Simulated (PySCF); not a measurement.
C5H6O2, SMILES C#CCC(=O)OC, GFN2-xTB optimised geometry. Atoms within 1.6 Å of the plane z = 0.0 Å (x, y, z in Å): C2 (-0.94, -2.05, 1.39), C3 (-0.59, -1.76, 0.01), C4 (0.29, -0.52, 0.00), O5 (1.49, -0.52, 0.00), O6 (-0.46, 0.59, 0.00), C7 (0.23, 1.82, 0.04), H9 (-1.49, -1.58, -0.57), H10 (-0.02, -2.60, -0.40), H11 (-0.51, 2.60, -0.12), H12 (0.71, 1.95, 1.02), H13 (1.00, 1.86, -0.73).

Calculation: PBE/def2-TZVP (PySCF). Cells within 0.4 Å of a nucleus heavier than hydrogen are left out (blank, or x).

Map of the electron localisation function on the plane z = 0.0 Å:

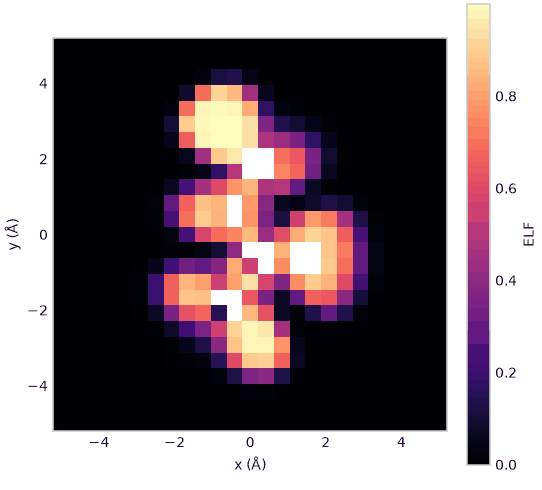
Fig. 1. Electron localisation function on the plane z = 0.0 Å.
